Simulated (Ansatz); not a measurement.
## Response to strain in SnTe

Start from SnTe in the rock salt structure (space group Fm-3m, No. 225; a = 6.2348 Å). Axes: x, y, z lie along the cube axes.

Strains are applied to the cell and any free atomic positions relax; under biaxial strain the out-of-plane vector relaxes too.

Level of theory: plane-wave PAW DFT at the LDA level (Ansatz, a first-principles code, 420 eV), no spin-orbit coupling.

Notes on the quantities. energy relative to the base: free energy F.

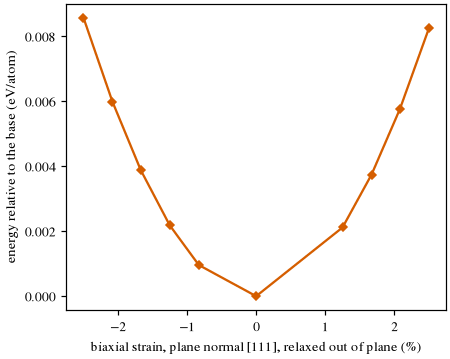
Fig. 1. Energy relative to the base against biaxial strain, plane normal [111], relaxed out of plane

Question: From the plot, what is the energy relative to the base for biaxial strain −2.50 %, plane normal [111], relaxed out of plane?

Answer: About 0.0086 eV/atom.

Question: Is the trend monotonic over the range shown?

Answer: No, it turns within the range, spanning 0 meV/atom to +8.6 meV/atom.

The mesh was chosen for an insulator and is coarse for the gapless case. No phonon test of stability was made. All final runs are without spin polarisation.
